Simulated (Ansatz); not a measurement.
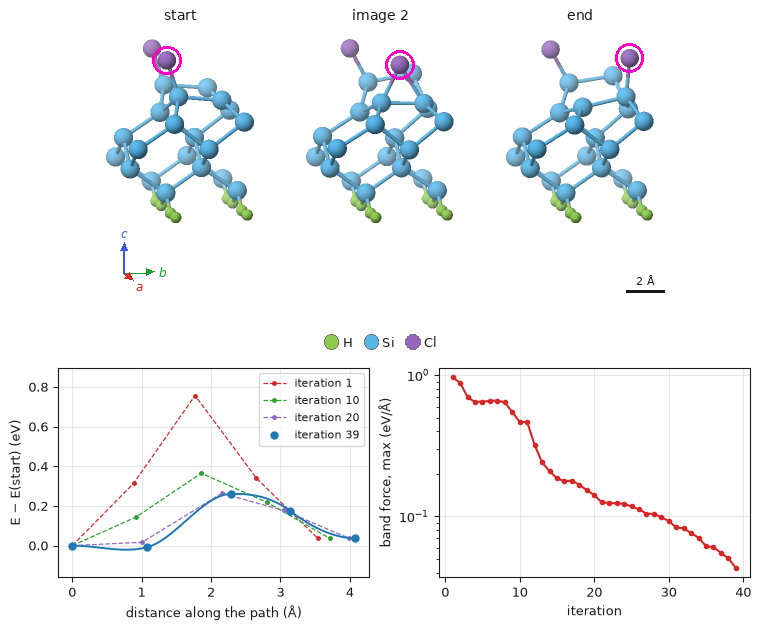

NEB run on Cl2 on Si(100)-2x1, underside capped with H (30 atoms in the cell). Images are numbered from 0 (start) to 4 (end). The plot follows the band through its iterations. A ball-and-stick model of the simulation cell, with the vacuum cut short (origin moved), seen slightly off an axis. The moving atom is ringed, with any periodic copies. Bonds to atoms that aren't drawn are left out.

Theory: Ansatz, DFT LDA, scalar-relativistic, plane waves, PAW. Settings: plane-wave cutoff 420 eV; k-point mesh 2 × 2 × 1; Gaussian smearing 0.05 eV; 12 atoms held fixed; 3 movable images; climbing image; force threshold 0.05 eV/Å; iteration limit 50; spring constant 0.05 eV/Å²; optimiser FIRE.

Question: How did the profile develop, and is the result final?

Answer: The run is converged, with reservations. The band converged in 39 iterations. The largest component of the band force went from 0.97 to 0.043 eV/Å. The climbing image converged on the top of the path. Its curvatures weren't checked. The spring constant is far from the usual few eV/Å², which spoils the spacing or the steps. The first iteration put the highest image at 0.757 eV. Forward barrier 0.261 eV, backward barrier 0.225 eV, with image 2 at the top; the reaction energy is +0.036 eV. Image 1 lies below both ends, at −0.008 eV, which points to an intermediate minimum that so few images don't resolve.

Limits of the set-up: the periodic images lie only 7.7 Å apart, so the values are limited by the cell's size.

The run took 23 min on 2 threads of Arm Neoverse V1, on a shared host, peak memory 2.1 GiB.

PAW datasets: the set soft_1.
